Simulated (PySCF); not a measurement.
SMILES OB(O)O[Si](F)(F)F at its PBE0/def2-SVP optimised geometry (Å):

```
10

Si    -1.6999    -0.3575     0.0000
F     -2.2304    -1.1045    -1.3201
F     -2.2840    -1.1208     1.2671
F     -2.2873     1.1208     0.0000
O     -0.0892    -0.3575     0.0000
B      0.9096    -0.8360    -0.8586
O      0.6255    -1.4806    -2.0113
O      2.2006    -0.6421    -0.5153
H     -0.3149    -1.5866    -2.1883
H      2.2873    -0.1745     0.3202
```

Calculation: PBE0/def2-TZVP (PySCF 2.14.0). Cells within 0.4 Å of a nucleus heavier than hydrogen are left out (blank, or x).

Map of the electrostatic potential (hartree/e), clipped to [-0.08, 0.12] on the plane z = 0.0 Å:

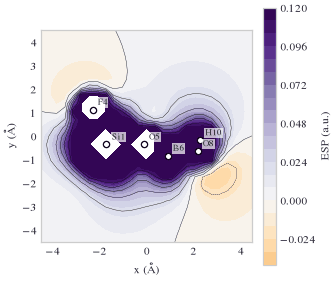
Fig. 1. Electrostatic potential (hartree/e), clipped to [-0.08, 0.12] on the plane z = 0.0 Å.
